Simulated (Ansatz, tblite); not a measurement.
Breaking a bond: SMILES [BeH2]. The Be1–H3 bond (Be1 also carries H; H3 carries nothing else) is stretched with both fragments frozen at the PBE0/def2-TZVP optimised geometry.

```
3

Be     0.0000     0.0000     0.0000
H      0.0000    -0.0001    -1.3387
H      0.0000     0.0000     1.3387
```

UCCSDT(Q) = CCSDT(Q) on UHF/def2-SVP, frozen core in Ansatz (a program for electronic structure); GFN2-xTB, 300 K electronic temperature (tblite); RCCSD = CCSD on RHF/def2-SVP, frozen core in Ansatz.

Energies are in eV, each relative to the lowest point of its own curve near equilibrium.

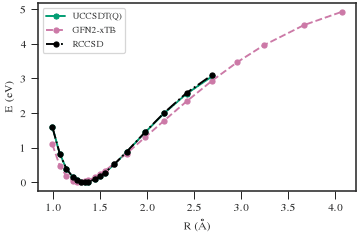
Figure. Energy against bond length for each method.

```
R / Å  UCCSDT(Q)  GFN2-xTB  RCCSD
-----  ---------  --------  -----
0.99       1.594     1.089  1.593
1.07       0.811     0.465  0.810
1.14       0.386     0.173  0.385
1.21       0.139     0.034  0.138
1.25       0.059     0.003  0.058
1.30       0.008     0.000  0.007
1.34       0.000     0.021  0.000
1.37       0.010     0.047  0.011
1.44       0.078     0.136  0.079
1.50       0.174     0.235  0.175
1.55       0.274     0.330  0.276
1.65       0.513     0.537  0.516
1.78       0.868     0.826  0.873
1.98       1.441     1.300  1.451
2.18       1.986     1.776  2.002
2.42       2.553     2.335  2.580
2.69       3.054     2.928  3.095
2.96           —     3.467      —
3.24           —     3.952      —
3.67           —     4.538      —
4.07           —     4.919      —
```

A dash means that the run gave no value there, or that the column was ended at a point which the program doubted or which failed a test of continuity chosen for this set; such a test can also cut sound points.

The unrestricted determinant behind UCCSDT(Q) is spin-contaminated at 2.18 to 4.72 Å (<S²> up to 1.0, against 0.00 for a pure singlet). The T1 diagnostic of CCSD on the restricted reference of RCCSD exceeds 0.045 at 2.69 to 4.72 Å.
